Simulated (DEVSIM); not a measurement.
Device: Schottky contact on p-type GaP, at 350 K.

| layer (left to right) | material | thickness (μm) | Na (cm⁻³) | τn (s) | τp (s) |
|---|---|---|---|---|---|
| 1 | GaP | 5.40 | 8.9e15 | 9.4e-7 | 9.4e-7 |
| 2 | GaP | 14.0 | 1.4e18 | 9.4e-7 | 9.4e-7 |

Left contact: Schottky, work function 4.5 eV, emission velocity 2.4e6 cm/s. Right contact: ohmic. Voltage is applied to the left contact. Recombination: SRH at mid-gap, radiative, Auger. Mobility is constant in doping.

This is a model device: material constants are rounded textbook-type values typed into the input, and sizes, dopings and lifetimes were drawn at random. Values at 300 K; Nc and Nv go as T^1.5, mobilities as T to minus their exponent, the gap by Varshni's rule with the affinity fixed.

| parameter | GaP |
|---|---|
| gap (eV) | 2.26 |
| affinity (eV) | 3.8 |
| permittivity | 11.1 |
| Nc (cm⁻³) | 1.8e19 |
| Nv (cm⁻³) | 1.9e19 |
| μn (cm²/Vs) | 250 |
| μp (cm²/Vs) | 150 |
| T exponent of μn | 1.6 |
| T exponent of μp | 1.98 |
| B (cm³/s) | 1e-13 |
| Cn (cm⁶/s) | 1e-30 |
| Cp (cm⁶/s) | 1e-30 |
| Varshni α (eV/K) | 0.00058 |
| Varshni β (K) | 372 |

Model (solved in DEVSIM): 1D drift-diffusion, Boltzmann statistics, complete ionisation; no tunnelling, impact ionisation, image-force lowering or self-heating. Metal contacts follow the ideal Schottky-Mott rule: no Fermi-level pinning, no interface dipoles.

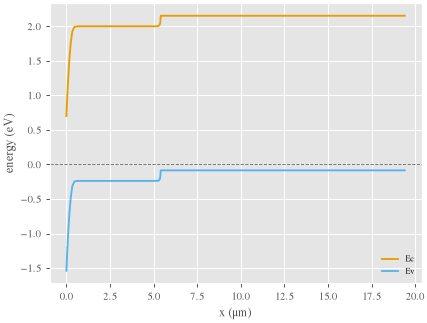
Band edges at zero bias

Energies count from the Fermi level of the right contact; mesh points crowd at the junctions.

```json
[
 {"x (μm)": "0.000", "Ec (eV)": "0.700", "Ev (eV)": "-1.539", "n (cm⁻³)": "1.9e9", "p (cm⁻³)": "< 1e2", "field (V/cm)": "61000"},
 {"x (μm)": "0.03476", "Ec (eV)": "0.902", "Ev (eV)": "-1.337", "n (cm⁻³)": "2300000", "p (cm⁻³)": "< 1e2", "field (V/cm)": "56000"},
 {"x (μm)": "0.1253", "Ec (eV)": "1.347", "Ev (eV)": "-0.892", "n (cm⁻³)": "< 1e2", "p (cm⁻³)": "3400000", "field (V/cm)": "43000"},
 {"x (μm)": "0.3399", "Ec (eV)": "1.927", "Ev (eV)": "-0.313", "n (cm⁻³)": "< 1e2", "p (cm⁻³)": "7.6e14", "field (V/cm)": "12000"},
 {"x (μm)": "1.201", "Ec (eV)": "2.001", "Ev (eV)": "-0.238", "n (cm⁻³)": "< 1e2", "p (cm⁻³)": "8.9e15", "field (V/cm)": "≈ 0"},
 {"x (μm)": "2.912", "Ec (eV)": "2.001", "Ev (eV)": "-0.238", "n (cm⁻³)": "< 1e2", "p (cm⁻³)": "8.9e15", "field (V/cm)": "≈ 0"},
 {"x (μm)": "4.433", "Ec (eV)": "2.001", "Ev (eV)": "-0.238", "n (cm⁻³)": "< 1e2", "p (cm⁻³)": "8.9e15", "field (V/cm)": "≈ 0"},
 {"x (μm)": "5.118", "Ec (eV)": "2.001", "Ev (eV)": "-0.238", "n (cm⁻³)": "< 1e2", "p (cm⁻³)": "8.9e15", "field (V/cm)": "29"},
 {"x (μm)": "5.303", "Ec (eV)": "2.009", "Ev (eV)": "-0.230", "n (cm⁻³)": "< 1e2", "p (cm⁻³)": "1.2e16", "field (V/cm)": "1900"},
 {"x (μm)": "5.375", "Ec (eV)": "2.049", "Ev (eV)": "-0.190", "n (cm⁻³)": "< 1e2", "p (cm⁻³)": "4.4e16", "field (V/cm)": "14000"},
 {"x (μm)": "5.404", "Ec (eV)": "2.144", "Ev (eV)": "-0.095", "n (cm⁻³)": "< 1e2", "p (cm⁻³)": "1.0e18", "field (V/cm)": "24000"},
 {"x (μm)": "5.472", "Ec (eV)": "2.154", "Ev (eV)": "-0.086", "n (cm⁻³)": "< 1e2", "p (cm⁻³)": "1.4e18", "field (V/cm)": "≈ 0"},
 {"x (μm)": "5.621", "Ec (eV)": "2.154", "Ev (eV)": "-0.086", "n (cm⁻³)": "< 1e2", "p (cm⁻³)": "1.4e18", "field (V/cm)": "≈ 0"},
 {"x (μm)": "5.975", "Ec (eV)": "2.154", "Ev (eV)": "-0.086", "n (cm⁻³)": "< 1e2", "p (cm⁻³)": "1.4e18", "field (V/cm)": "≈ 0"},
 {"x (μm)": "7.406", "Ec (eV)": "2.154", "Ev (eV)": "-0.086", "n (cm⁻³)": "< 1e2", "p (cm⁻³)": "1.4e18", "field (V/cm)": "≈ 0"},
 {"x (μm)": "10.34", "Ec (eV)": "2.154", "Ev (eV)": "-0.086", "n (cm⁻³)": "< 1e2", "p (cm⁻³)": "1.4e18", "field (V/cm)": "≈ 0"},
 {"x (μm)": "15.29", "Ec (eV)": "2.154", "Ev (eV)": "-0.086", "n (cm⁻³)": "< 1e2", "p (cm⁻³)": "1.4e18", "field (V/cm)": "≈ 0"},
 {"x (μm)": "17.80", "Ec (eV)": "2.154", "Ev (eV)": "-0.086", "n (cm⁻³)": "< 1e2", "p (cm⁻³)": "1.4e18", "field (V/cm)": "≈ 0"},
 {"x (μm)": "18.95", "Ec (eV)": "2.154", "Ev (eV)": "-0.086", "n (cm⁻³)": "< 1e2", "p (cm⁻³)": "1.4e18", "field (V/cm)": "≈ 0"},
 {"x (μm)": "19.23", "Ec (eV)": "2.154", "Ev (eV)": "-0.086", "n (cm⁻³)": "< 1e2", "p (cm⁻³)": "1.4e18", "field (V/cm)": "≈ 0"},
 {"x (μm)": "19.34", "Ec (eV)": "2.154", "Ev (eV)": "-0.086", "n (cm⁻³)": "< 1e2", "p (cm⁻³)": "1.4e18", "field (V/cm)": "≈ 0"},
 {"x (μm)": "19.40", "Ec (eV)": "2.154", "Ev (eV)": "-0.086", "n (cm⁻³)": "< 1e2", "p (cm⁻³)": "1.4e18", "field (V/cm)": "≈ 0"}
]
```
